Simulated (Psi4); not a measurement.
## Run report: AlH, single-point calculation

AlH, computed with CCSD(T)/aug-pcseg-1, RHF, sfX2C (Psi4 1.11).

The geometry comes from this level: GFN2-xTB.

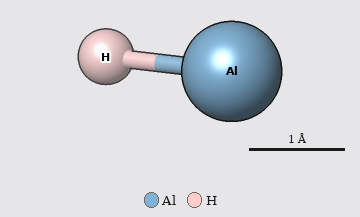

*The structure (ball-and-stick view, seen at a tilt). Sticks mark near contacts.*

Bond lengths as drawn: Al–H 1.61 Å.

## The input (alh.dat)
```
memory 1600 mb

molecule system {
  0 1
  Al     0.00000000     0.00000000     0.00000000
  H      0.00000000     0.00000000     3.04901641
  units bohr
  symmetry c1
}

set reference rhf
set scf_type df
set cc_type df
set cachelevel 0
set relativistic x2c

result, w = energy('ccsd(t)/aug-pcseg-1', return_wfn=True)
```

Launched with:
```bash
psi4 -n 1 alh.dat alh.out
```

## Log
```
Psi4 1.11 release

Relativistic analytic gradients are not implemented yet, re-routing to finite differences.
    For method 'CCSD(T)', SCF Algorithm Type (re)set to DISK_DF.

   => Loading Basis Set <=

    Name: AUG-PCSEG-1
    Role: ORBITAL
    Keyword: BASIS

         ---------------------------------------------------------
                                   SCF
                              RHF Reference
                        1 Threads,   1525 MiB Core
         ---------------------------------------------------------

  ==> Geometry <==

    Molecular point group: c1
    Full point group: C_inf_v

    Geometry (in Bohr), charge = 0, multiplicity = 1:

       Center              X                  Y                   Z               Mass
    ------------   -----------------  -----------------  -----------------  -----------------
         AL           0.000000000000     0.000000000000    -0.109787243102    26.981538530000
         H            0.000000000000     0.000000000000     2.939229166898     1.007825032230

  Running in c1 symmetry.

  Rotational constants: A = ************  B =      6.66524  C =      6.66524 [cm^-1]
  Rotational constants: A = ************  B = 199818.90848  C = 199818.90848 [MHz]
  Nuclear repulsion =    4.263670066636342

  Charge       = 0
  Multiplicity = 1
  Electrons    = 14
  Nalpha       = 7
  Nbeta        = 7

  ==> Algorithm <==

  SCF Algorithm Type is DISK_DF.
  DIIS enabled.
  MOM disabled.
  Fractional occupation disabled.
  Guess Type is SAD.
  Energy threshold   = 1.00e-08
  Density threshold  = 1.00e-08
  Integral threshold = 1.00e-12

  ==> Primary Basis <==

  Basis Set: AUG-PCSEG-1
    Blend: AUG-PCSEG-1
    Number of shells: 16
    Number of basis functions: 36
    Number of Cartesian functions: 38
    Spherical Harmonics?: true
    Max angular momentum: 2

   => Loading Basis Set <=

    Name: (AUG-PCSEG-1 AUX)
    Role: JKFIT
    Keyword: DF_BASIS_SCF

   => Loading Basis Set <=

    Name: (AUG-PCSEG-1 AUX)
    Role: DECON
    Keyword: BASIS_RELATIVISTIC

  ==> Integral Setup <==

  ==> DiskDFJK: Density-Fitted J/K Matrices <==

    J tasked:                  Yes
    K tasked:                  Yes
    wK tasked:                  No
    Integrals threads:           1
    Memory [MiB]:             1144
    Algorithm:                Core
    Integral Cache:           SAVE
    Schwarz Cutoff:          1E-12
    Fitting Condition:       1E-10

   => Auxiliary Basis Set <=

  Basis Set: (AUG-PCSEG-1 AUX)
    Blend: DEF2-UNIVERSAL-JKFIT
    Number of shells: 44
    Number of basis functions: 146
    Number of Cartesian functions: 175
    Spherical Harmonics?: true
    Max angular momentum: 4

 OEINTS: Using relativistic (X2C) overlap, kinetic, and potential integrals.
         ------------------------------------------------------------
         Spin-Free X2C Integrals at the One-Electron Level (SFX2C-1e)
         ------------------------------------------------------------

  ==> X2C Options <==

    Computational Basis: AUG-PCSEG-1
    X2C Basis: (AUG-PCSEG-1 AUX)
    The X2C Hamiltonian will be computed in the X2C Basis

    Comparing only 36 out of 64 elements of H_Dirac

    The 1-norm of |H_X2C - H_Dirac| is: 42.247567991657

    WARNING: The X2C and Dirac Hamiltonians have substatially different eigenvalues!
             This is probably caused by the recontraction of the basis set.

  Minimum eigenvalue in the overlap matrix is 2.3608091091E-03.
  Reciprocal condition number of the overlap matrix is 5.5026107692E-04.
    Using symmetric orthogonalization.

  ==> Pre-Iterations <==

  SCF Guess: Superposition of Atomic Densities via on-the-fly atomic UHF (no occupation information).

   -------------------------
    Irrep   Nso     Nmo
   -------------------------
     A         36      36
   -------------------------
    Total      36      36
   -------------------------

  ==> Iterations <==

                           Total Energy        Delta E     RMS |[F,P]|

   @DF-RHF iter SAD:  -242.29183121263742   -2.42292e+02   0.00000e+00
   @DF-RHF iter   1:  -242.82866373993511   -5.36833e-01   1.49658e-03 DIIS/ADIIS
   @DF-RHF iter   2:  -242.83157070265293   -2.90696e-03   3.02145e-04 DIIS/ADIIS
   @DF-RHF iter   3:  -242.83179690620852   -2.26204e-04   6.04791e-05 DIIS
   @DF-RHF iter   4:  -242.83181108722306   -1.41810e-05   9.47209e-06 DIIS
   @DF-RHF iter   5:  -242.83181150832289   -4.21100e-07   1.51199e-06 DIIS
   @DF-RHF iter   6:  -242.83181151899200   -1.06691e-08   1.88474e-07 DIIS
   @DF-RHF iter   7:  -242.83181151912297   -1.30967e-10   2.83660e-08 DIIS
   @DF-RHF iter   8:  -242.83181151912635   -3.38218e-12   4.15851e-09 DIIS
  Energy and wave function converged.

  ==> Post-Iterations <==

    Orbital Energies [Eh]
    ---------------------

    Doubly Occupied:

       1A    -58.601710     2A     -4.916805     3A     -3.215931
       4A     -3.215931     5A     -3.214199     6A     -0.503633
       7A     -0.286624

    Virtual:

       8A      0.012674     9A      0.012674    10A      0.029173
      11A      0.044038    12A      0.058759    13A      0.058759
      14A      0.092993    15A      0.123797    16A      0.123797
      17A      0.124074    18A      0.125387    19A      0.125387
      20A      0.226234    21A      0.268090    22A      0.268090
      23A      0.272809    24A      0.337189    25A      0.337189
      26A      0.344385    27A      0.498772    28A      0.814849
      29A      0.814849    30A      0.850751    31A      0.850751
      32A      0.869802    33A      1.125305    34A      2.291543
      35A      2.291543    36A      2.715244

    Final Occupation by Irrep:
              A
    DOCC [     7 ]
    NA   [     7 ]
    NB   [     7 ]

  @DF-RHF Final Energy:  -242.83181151912635

   => Energetics <=

    Nuclear Repulsion Energy =              4.2636700666363421
    One-Electron Energy =                -346.2812968130100444
    Two-Electron Energy =                  99.1858152272473603
    Total Energy =                       -242.8318115191263473

Computation Completed

Properties will be evaluated at   0.000000,   0.000000,   0.000000 [a0]

Properties computed using the SCF density matrix

 Multipole Moments:

 ------------------------------------------------------------------------------------
     Multipole            Electronic (a.u.)      Nuclear  (a.u.)        Total (a.u.)
 ------------------------------------------------------------------------------------

 L = 1.  Multiply by 2.5417464519 to convert [e a0] to [Debye]
 Dipole X            :         -0.0000000            0.0000000           -0.0000000
 Dipole Y            :         -0.0000000            0.0000000           -0.0000000
 Dipole Z            :         -1.3795656            1.5119950            0.1324294
 Magnitude           :                                                    0.1324294

 ------------------------------------------------------------------------------------

	total time  =          1 seconds =       0.02 minutes
  Constructing Basis Sets for FNOCC...

   => Loading Basis Set <=

    Name: (AUG-PCSEG-1 AUX)
    Role: JKFIT
    Keyword: DF_BASIS_SCF

   => Loading Basis Set <=

    Name: (AUG-PCSEG-1 AUX)
    Role: RIFIT
    Keyword: DF_BASIS_CC

   => Loading Basis Set <=

    Name: (AUG-PCSEG-1 AUX)
    Role: DECON
    Keyword: BASIS_RELATIVISTIC

        *******************************************************
        *                                                     *
        *                       DF-CCSD                       *
        *                 Density-fitted CCSD                 *
        *                                                     *
        *                                                     *
        *******************************************************

  ==> 3-index integrals <==

 => Primary Basis Set <=

  Basis Set: AUG-PCSEG-1
    Blend: AUG-PCSEG-1
    Number of shells: 16
    Number of basis functions: 36
    Number of Cartesian functions: 38
    Spherical Harmonics?: true
    Max angular momentum: 2

 => Auxiliary Basis Set <=

  Basis Set: (AUG-PCSEG-1 AUX)
    Blend: DEF2-SVPD-RI
    Number of shells: 33
    Number of basis functions: 101
    Number of Cartesian functions: 118
    Spherical Harmonics?: true
    Max angular momentum: 3

  DFTensor Memory: Qso construction needs 0.002 GiB; user supplied 1.416 GiB.
    Number of auxiliary functions:         101

  ==> Memory <==

        Total memory available:              1.490 [GiB]
        CCSD memory requirements:            0.004 [GiB]
            3-index integrals:               0.001 [GiB]
            CCSD intermediates:              0.002 [GiB]
        (T) algorithm:                       0.001 [GiB] (low-memory)

  ==> Input parameters <==

        Freeze core orbitals?                  no
        Use frozen natural orbitals?           no
        r_convergence:                  1.000e-07
        e_convergence:                  1.000e-06
        Number of DIIS vectors:                 8
        Number of frozen core orbitals:         0
        Number of active occupied orbitals:     7
        Number of active virtual orbitals:     29
        Number of frozen virtual orbitals:      0

  Begin singles and doubles coupled cluster iterations

   Iter  DIIS          Energy       d(Energy)          |d(T)|     time
      0   0 1   -0.0570273923   -0.0570273923    0.1820976744        0
      1   1 1   -0.0696616987   -0.0126343064    0.0626987296        0
      2   2 1   -0.0739265938   -0.0042648951    0.0290356913        0
      3   3 1   -0.0770546064   -0.0031280125    0.0150361411        0
      4   4 1   -0.0770849513   -0.0000303449    0.0013405182        0
      5   5 1   -0.0770774950    0.0000074562    0.0004517639        0
      6   6 1   -0.0770743092    0.0000031858    0.0001655844        0
      7   7 1   -0.0770756415   -0.0000013323    0.0000575373        0
      8   8 1   -0.0770756129    0.0000000286    0.0000160471        0
      9   8 2   -0.0770754190    0.0000001939    0.0000033204        0
     10   8 3   -0.0770754322   -0.0000000132    0.0000009772        0
     11   8 4   -0.0770754217    0.0000000106    0.0000003034        0
     12   8 5   -0.0770754256   -0.0000000040    0.0000000836        0

  CCSD iterations converged!

        T1 diagnostic:                        0.008403537455
        D1 diagnostic:                        0.030185780797

        OS MP2 correlation energy:           -0.052033560756
        SS MP2 correlation energy:           -0.004993831574
        MP2 correlation energy:              -0.057027392329
      * MP2 total energy:                  -242.888838911456

        OS CCSD correlation energy:          -0.071804523337
        SS CCSD correlation energy:          -0.005270902310
        CCSD correlation energy:             -0.077075425648
      * CCSD total energy:                 -242.908886944774

  Total time for CCSD iterations:       0.14 s (user)
                                        0.07 s (system)
                                           0 s (total)

  Time per iteration:                   0.01 s (user)
                                        0.01 s (system)
                                        0.00 s (total)

	total time  =          0 seconds =       0.00 minutes

        *******************************************************
        *                                                     *
        *                      CCSD(T)                        *
        *                                                     *
        *******************************************************

        Using low-memory algorithm.

        num_threads:                      1
        available memory:        1525.88 mb
        memory requirements:        0.72 mb

        Number of abc combinations: 4495

        Computing (T) correction...

        % complete  total time
              10.0         0 s
              20.0         0 s
              30.0         0 s
              40.0         0 s
              50.0         0 s
              60.0         0 s
              70.0         0 s
              80.0         0 s
              90.0         0 s

        (T) energy                            -0.001227817345

        CCSD(T) correlation energy            -0.078303242993
      * CCSD(T) total energy                -242.910114762120

	total time  =          0 seconds =       0.00 minutes

	total time  =          0 seconds =       0.00 minutes

    Psi4 run time: 0:00:01.38
```

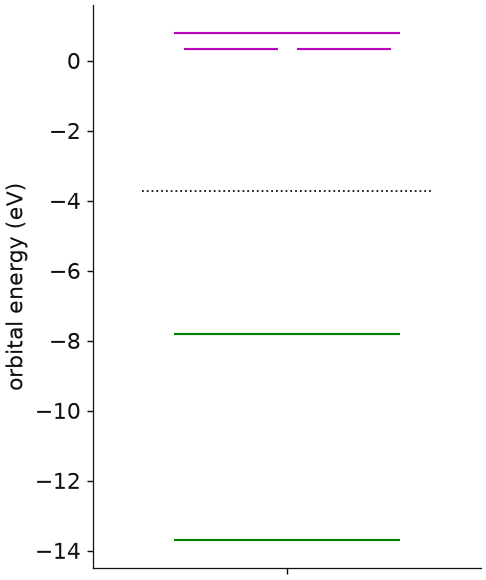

*Orbital energies near the frontier (SCF reference); the dotted line parts filled from empty levels, and levels within 0.02 eV of each other stand side by side.*

Highest filled −7.80 eV, lowest empty 0.34 eV, 8.14 eV apart.

## Key numbers

| quantity | value |
| --- | --- |
| outcome | converged |
| total energy | −242.910115 hartree |
| SCF energy | −242.831812 hartree |
| MP2 energy | −242.888839 hartree |
| CCSD energy | −242.908887 hartree |
| correlation energy | −0.078303 hartree |
| (T) correction | −0.001228 hartree |
| basis functions | 36 |
| T1 diagnostic | 0.008 |
| HOMO of the SCF reference | −7.80 eV |
| LUMO of the SCF reference | 0.34 eV |
| hardware | 1 thread of Intel Xeon @ 2.50GHz (Skylake/Cascade Lake), 16 GiB of memory available, shared host |
| wall time | 2.5 s |
| peak memory | 0.2 GiB |

Settings chosen away from the usual ones: cachelevel set to 0.
